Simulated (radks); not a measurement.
**Exchange and kinetic functionals tested on atomic densities: P³⁺, Xe, Tc⁺, B²⁺, Ru³⁺, Re**

Aim: take each self-consistent density and evaluate many functionals on it, against the exact exchange and kinetic energies of the same orbitals. Every spin shell is full or empty, so the densities are truly spherical.

The numbers are computed with radks (a radial shooting solver on a logarithmic mesh, Libxc functionals) version 1 (non-relativistic Kohn-Sham, exchange-only PBE, spin-polarised, spherical densities, point nucleus; open shells are filled with parallel spins first), except any that are marked as measured or tabulated.

**1. The atom as given**

| Item | Value |
| --- | --- |
| species | P³⁺ ([Ne] 3s2), Xe ([Xe]), Tc⁺ ([Kr] 4d5 5s1), B²⁺ ([He] 2s1), Ru³⁺ ([Kr] 4d5), Re ([Xe] 4f14 5d5 6s2) |

**2. P³⁺, [Ne] 3s2**

Input:

```text
Z 15
configuration [Ne] 3s2
relativity non-relativistic
functional pbe,
spin polarised
nucleus point
```

**3. Xe, [Xe]**

Input:

```text
Z 54
configuration [Xe]
relativity non-relativistic
functional pbe,
spin polarised
nucleus point
```

**4. Tc⁺, [Kr] 4d5 5s1**

Input:

```text
Z 43
configuration [Kr] 4d5 5s1
relativity non-relativistic
functional pbe,
spin polarised
nucleus point
```

**5. B²⁺, [He] 2s1**

Input:

```text
Z 5
configuration [He] 2s1
relativity non-relativistic
functional pbe,
spin polarised
nucleus point
```

**6. Ru³⁺, [Kr] 4d5**

Input:

```text
Z 44
configuration [Kr] 4d5
relativity non-relativistic
functional pbe,
spin polarised
nucleus point
```

**7. Re, [Xe] 4f14 5d5 6s2**

Input:

```text
Z 75
configuration [Xe] 4f14 5d5 6s2
relativity non-relativistic
functional pbe,
spin polarised
nucleus point
```

What does the calculation give? Wanted: for each run, error in magnitude; P³⁺; Xe; Tc⁺; B²⁺; Ru³⁺; Re.

The runs gave:

| error in magnitude (%) | P³⁺ | Xe | Tc⁺ | B²⁺ | Ru³⁺ | Re |
| --- | --- | --- | --- | --- | --- | --- |
| exchange, LDA | -8.25 | -4.72 | -5.15 | -13.34 | -5.17 | -3.81 |
| exchange, PW86 | +0.65 | -0.24 | -0.09 | +0.51 | -0.15 | -0.25 |
| exchange, OPTX | +0.03 | +1.28 | +1.08 | -0.10 | +1.07 | +1.93 |
| exchange, WC | -1.61 | -0.85 | -0.90 | -3.28 | -0.95 | -0.53 |
| exchange, AM05 | -7.15 | -4.42 | -4.77 | -10.40 | -4.78 | -3.60 |
| exchange, TPSS | +0.30 | -0.33 | -0.20 | +0.39 | -0.25 | -0.31 |
| exchange, r2SCAN | +0.01 | -0.13 | -0.05 | -0.10 | -0.09 | -0.09 |
| exchange, Tao-Mo | -0.03 | -0.83 | -0.74 | +0.53 | -0.79 | -0.73 |
| exchange, TASK | -3.07 | -2.21 | -2.30 | -1.38 | -2.31 | -1.81 |
| kinetic, Thomas-Fermi | -7.44 | -5.19 | -5.53 | -10.00 | -5.49 | -4.75 |
| kinetic, TF + vW | +55.09 | +35.33 | +38.18 | +85.04 | +37.91 | +31.46 |
| kinetic, TF + vW/9 | -0.49 | -0.69 | -0.67 | +0.56 | -0.67 | -0.73 |
| kinetic, APBEK | +0.31 | +0.10 | +0.14 | +0.33 | +0.14 | +0.01 |
| kinetic, revAPBEK | +0.69 | +0.27 | +0.34 | +1.16 | +0.34 | +0.16 |
| kinetic, Perdew 92 | -0.48 | -0.68 | -0.66 | +0.58 | -0.66 | -0.72 |
| kinetic, LKT | +31.79 | +18.61 | +20.37 | +56.18 | +20.21 | +16.28 |
| kinetic, PG1 | +25.83 | +14.60 | +16.05 | +48.81 | +15.92 | +12.70 |
| kinetic, Ernzerhof | +0.18 | -0.42 | -0.37 | +3.34 | -0.37 | -0.51 |

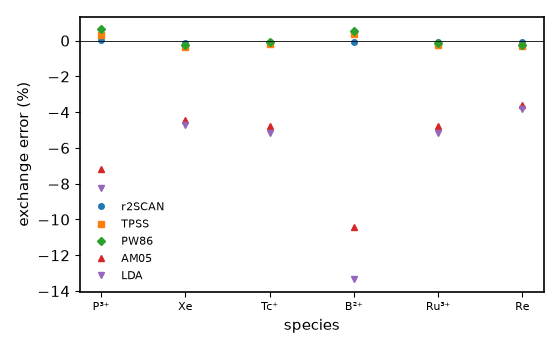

Error of five exchange functionals by species.

What this shows: Negative means that the magnitude is too small. For exchange the mean absolute error is least for r2SCAN (0.08 %) and largest for LDA (6.74 %). Among the orbital-free kinetic functionals APBEK (0.17 %) does best and TF + vW (47.17 %) worst. The functionals are evaluated on one density each, not self-consistently.
